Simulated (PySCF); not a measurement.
Input file:

```
{"job": {"kind": "nmr", "xc": "PBE0", "basis": "pcSseg-1"}, "charge": 0, "multiplicity": 1}
C      3.095074    -0.310131     0.999087
O      1.745839    -0.359490     0.630008
Si     0.841796     0.829557     0.016539
O      1.563135     1.451415    -1.294645
O     -0.556849     0.182981    -0.484114
C     -1.435900    -0.598400     0.272943
C     -2.681156    -0.891362    -0.546177
S     -3.610718     0.640059    -0.893224
H      3.696077     0.134437     0.204614
H      3.218875     0.283089     1.907879
H      3.427630    -1.332014     1.184471
H      0.603612     1.876730     1.007906
H      1.060546     1.937644    -1.941012
H     -1.707489    -0.068466     1.193271
H     -0.946493    -1.539791     0.547622
H     -3.360567    -1.541183     0.002262
H     -2.414874    -1.349636    -1.498631
H     -2.547298     1.314254    -1.320457
```

Command:

```sh
OMP_NUM_THREADS=1 python probes_run.py task.json out
```

Geometry: GFN2-xTB.

The calculation used PySCF 2.14.0, PBE0/pcSseg-1, SCF density, gas phase, non-relativistic.

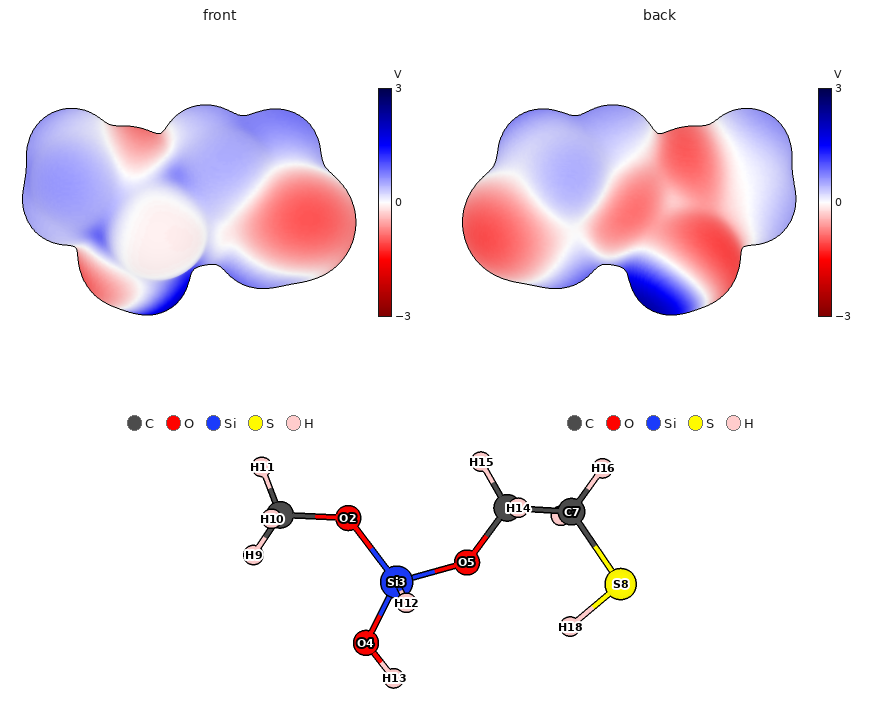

C$_{3}$H$_{10}$O$_{3}$SSi. The molecular electrostatic potential painted on the density surface at 0.001 e/bohr³, seen from the front and from behind; red is negative and blue positive. The bare structure is drawn below in the same view.

> Which sites attract a positive test charge, and which a negative one?

A positive charge is drawn to the negative regions and a negative charge to the positive ones. The most negative region (about −1.1 V) lies over O4 and S8, the most positive (about +2.1 V) over H13.

> How polar is the molecule by this calculation?

Its dipole moment is 1.82 D.
